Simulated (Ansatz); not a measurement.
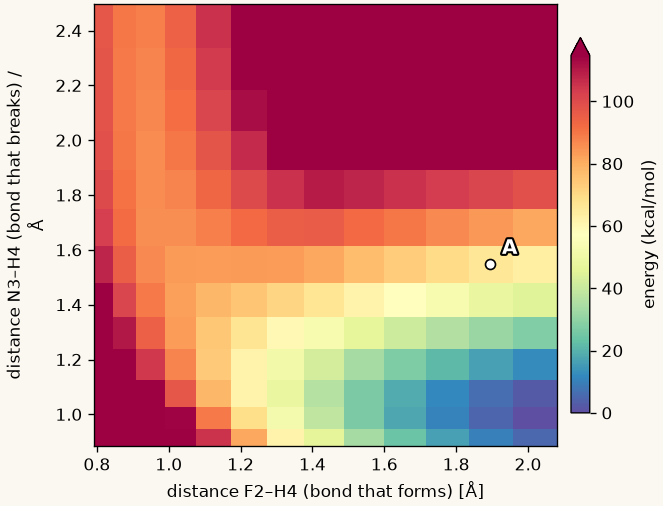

The reacting system F3H2NSi (fragments F₃H₂NSi where the first distance is long, F₂HNSi + FH where the second is long). The first coordinate is: distance F2–H4 (bond that forms); the second: distance N3–H4 (bond that breaks). Relaxed at each point: all other coordinates. The scan uses a 13 × 13 grid. Points are written as (first, second). Energies are in kcal/mol, from the lowest grid point. Energies and slopes of some neighbouring points disagree (a jump in structure or state, or too coarse a mesh). The reference is spin-restricted, so regions where a bond is pulled apart into radicals lie too high. These are results of RHF/def2-SVP (Ansatz 0.2.0), not measurements.

In the figure: one coloured cell a grid point, one colour for all values above the top of the scale, the point A.

Question: Which way does the force act at A, and how strong is it?

Answer: A, at (1.895 Å, 1.549 Å), is not a stationary point. The computed force is 25 kcal/mol for each Å towards larger values of the first coordinate and 137 kcal/mol for each Å towards smaller values of the second coordinate.
